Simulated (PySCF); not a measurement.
Consider C$_{4}$H$_{11}$AlS$_{2}$.

Input

```
{"job": {"kind": "nmr", "xc": "PBE0", "basis": "pcSseg-1"}, "charge": 0, "multiplicity": 1}
C     -2.037365     0.731154    -0.648970
C     -1.987812    -0.118360     0.561706
S     -3.288764    -0.417706     1.487593
C     -0.677020    -0.734780     0.900795
S      0.679150     0.505536     1.038410
C      2.048059    -0.655131     1.245587
Al     1.326515     0.781086    -1.336710
H     -3.060976     0.878081    -0.983009
H     -1.604053     1.710081    -0.420057
H     -1.430287     0.299482    -1.451695
H     -0.727996    -1.262657     1.853310
H     -0.378570    -1.420978     0.099712
H      1.812616    -1.345168     2.050432
H      2.925802    -0.069898     1.503381
H      2.222982    -1.188378     0.307359
H      0.506710     2.063919    -1.675886
H      0.800219    -0.661897    -1.728761
H      2.862030     0.911931    -1.061508
```

Command:

```sh
OMP_NUM_THREADS=1 python probes_run.py task.json out
```

Geometry: GFN2-xTB.

Method: PBE0/pcSseg-1, SCF density, gas phase, non-relativistic in PySCF 2.14.0.

> What can the converged electron density and electron localisation function tell about the bonding?

C–C (1.48 Å): ρ is about 1.8 e/Å³ halfway; the ELF peaks at about 0.95 between the atoms; a covalent bond.
C–S (1.62 Å): the density is about 1.6 e/Å³ at the midpoint; the ELF peaks at about 0.90 between the atoms; localised, covalent bonding.
C–H (1.09 Å): ρ at the midpoint is about 2 e/Å³; the ELF climbs to about 1 towards the hydrogen, as it does in any bond to H (a covalent bond by its length).

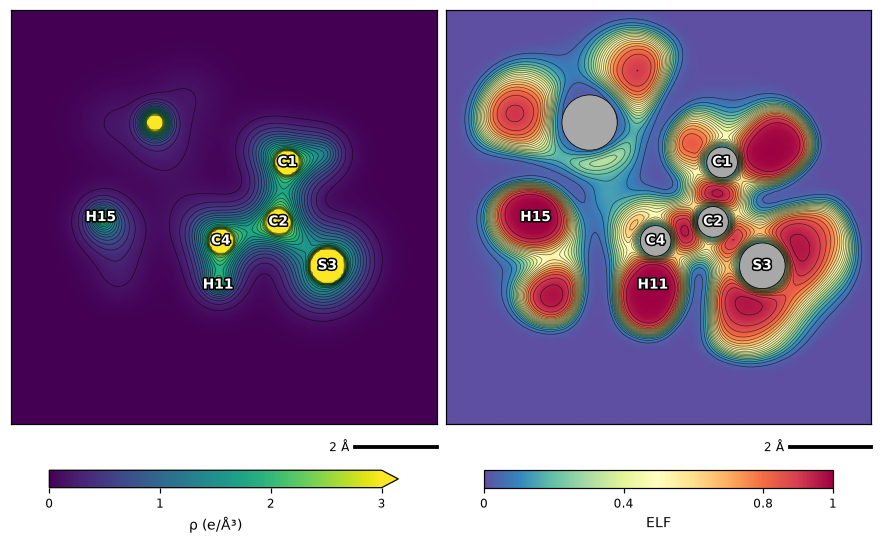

Computed electron density and electron localisation function on the plane of atoms C1, C2 and C4, in this order. Grey discs cover the atomic cores in the ELF map. 
